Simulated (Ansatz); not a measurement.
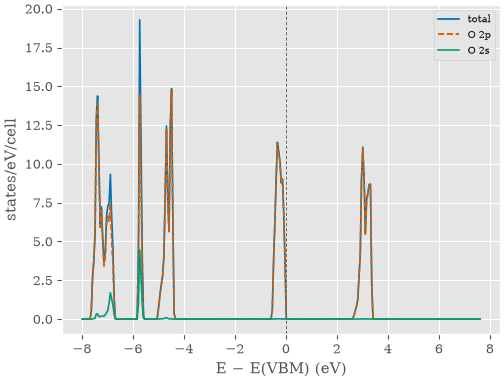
Total and projected density of states of O (α-O2, space group No. 12), DFT-r²SCAN+D4 in the program Ansatz with PAW potentials

Which orbitals carry the states next to the gap?

Top 1 eV of the valence band: O 2p 100 %. Bottom 1 eV of the conduction band: O 2p 99 %. Projections are on Löwdin-orthogonalised atomic valence shells; empty p or d shells of many metals are not among them.

Where is the tallest occupied peak in this window, and what makes it?

Near -5.7 eV, about 19 states/eV per cell; the largest projected share is O 2p.

Space group C2/m (α-O2). The r²SCAN+D4 relaxation kept the symmetry of its start, as lowered by the spin order. The final state is antiferromagnetic, chosen from 5 collinear starts compared on coarse meshes (ties went to the first, and starts can fall back to one state), not a proven ground state. Textbook magnetic order: antiferromagnetic. The substance is a gas or liquid at ambient conditions; this is its low-temperature solid. Other orbital occupations within this spin state were not tried. No Hubbard U is applied.

Potentials: the later of the program's two PAW sets.
